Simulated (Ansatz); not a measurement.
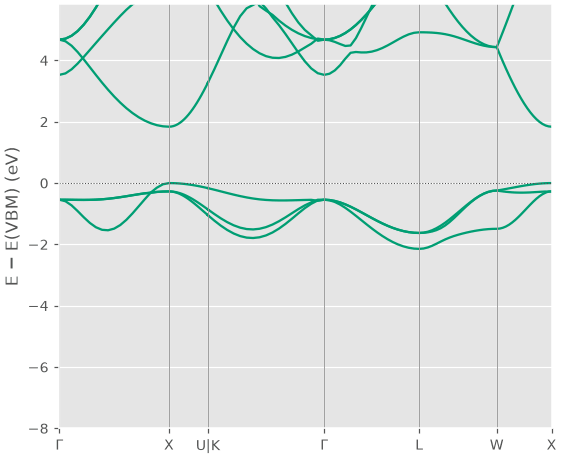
Figure. Band structure from DFT-PBEsol in the program Ansatz with PAW potentials

Q: Read off the gap and where the band edges lie.

A: About 1.8 eV (1.84 eV by a search for the band edges); maximum at X, minimum at X.

Q: Pick the material that matches.
A) BaO, rock salt
B) NaH, rock salt
C) Na2S, anti-fluorite

A: A, BaO, rock salt

Space group Fm-3m (rock salt). The cell was relaxed with PBEsol under the symmetry of its start. Scalar-relativistic: spin–orbit coupling is off unless named, which matters more the heavier the elements.

Potentials: the later of the program's two PAW sets.
